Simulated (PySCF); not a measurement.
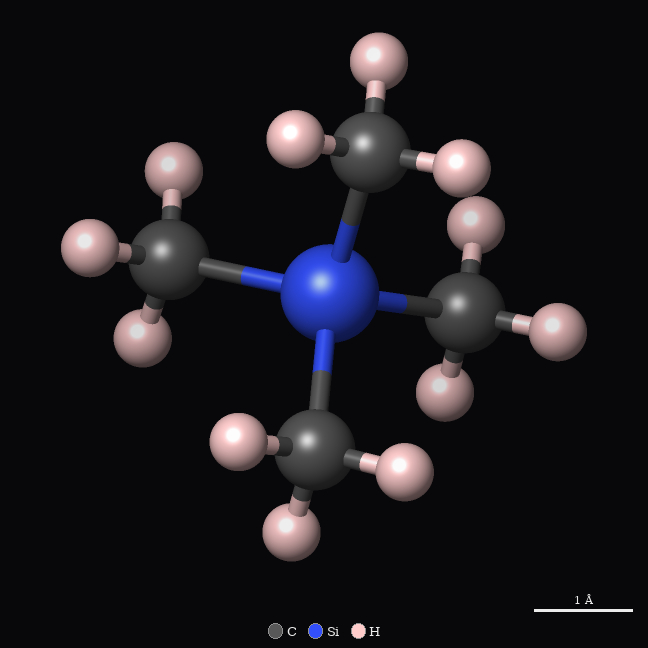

Ball-and-stick drawing of a structure. Every bond is drawn as one stick, whatever its order.

The geometry was computed by an optimisation with GFN2-xTB. No frequency run is at hand to confirm it as a minimum.

Which formula does it have?

C4H12Si, 17 atoms: 4 carbon, 12 hydrogen and 1 silicon.

Describe its rings.

It has no ring.

Count the bonded pairs by element.

12 C–H, 4 C–Si.

The parts below concern this one geometry. Atoms keep their numbers from picture to picture.

### Shape

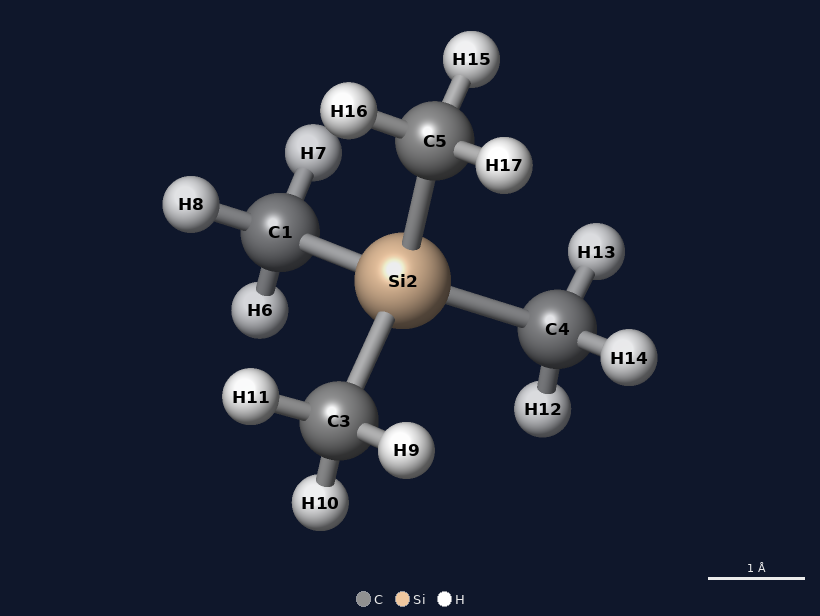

No frequency run is at hand to confirm it as a minimum.

Estimate the angles C1–Si2–C3, Si2–C1–H6.

| angle | degrees |
| --- | --- |
| C1–Si2–C3 | 109.5 |
| Si2–C1–H6 | 111.4 |

### Electronic properties

No frequency run is at hand to confirm it as a minimum. Properties computed with B97-D/IGLO-II, gas phase (PySCF 2.14.0).

Give the HOMO energy (Kohn–Sham orbital) at this level.

−7.01 eV.

What is the HOMO–LUMO gap?

7.53 eV.

### NMR shielding

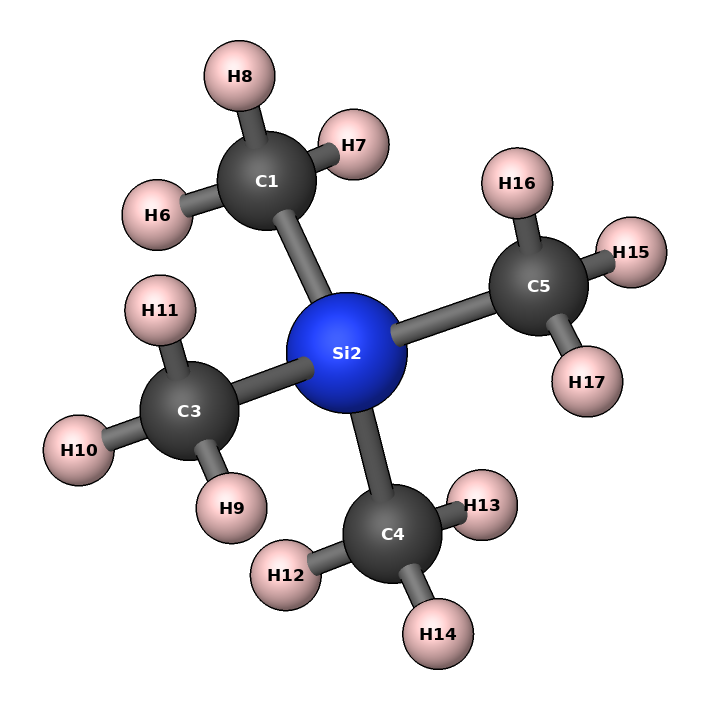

No frequency run is at hand to confirm it as a minimum. Properties computed with GIAO B97-D/pcSseg-1 NMR shielding, non-relativistic, IEF-PCM methanol (PySCF 2.14.0). Principal shieldings σ11 ≤ σ22 ≤ σ33, span Ω = σ33 − σ11, skew κ = 3(σiso − σ22)/Ω.

Give the shielding tensors of the C atoms.

```tsv
atom	σ11	σ22	σ33	σiso	Ω	κ
C1, C3, C4…	179.4	179.5	189.1	182.7	9.8	0.98
```

Shieldings and span in ppm.

### Charges

The questions are on Mulliken charges. No frequency run is at hand to confirm it as a minimum. Properties computed with PBE0/pcSseg-1, gas phase (PySCF 2.14.0).

List the Mulliken charges.

```tsv
atom	value (e)
C1	−0.61
Si2	0.88
C3	−0.61
C4	−0.61
C5	−0.61
H6	0.13
H7	0.13
H8	0.13
H9	0.13
H10	0.13
H11	0.13
H12	0.13
H13	0.13
H14	0.13
H15	0.13
H16	0.13
H17	0.13
```

Mulliken values depend strongly on the basis set and can even reverse the polarity of a bond. The geometry is semi-empirical. Around Si such bond lengths and angles can be off by a tenth of an ångström or more and by several degrees, and values that hang on the shape move with them.
